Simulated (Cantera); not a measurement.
Feed: 1 mol SF6, 0.04 mol O2, 8.6 mol H2, equilibrated at 13.3 mbar.

These are equilibrium values from Cantera (NASA tables, ideal gas, pure condensed phases), not measurements of a reactor. Candidate condensed phases: H2O, H2SO4, S; 71 gas species. Ions and electrons are included (thermal ionisation). Equilibrium is a limit: real reactors are often held back by kinetics, nucleation or transport.

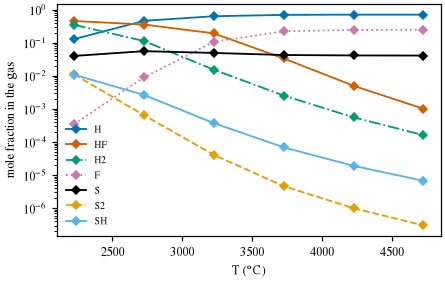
Figure: Equilibrium gas composition (values under 1e-9 drawn at 1e-9)

From 2227 °C to 4727 °C nothing is condensed.
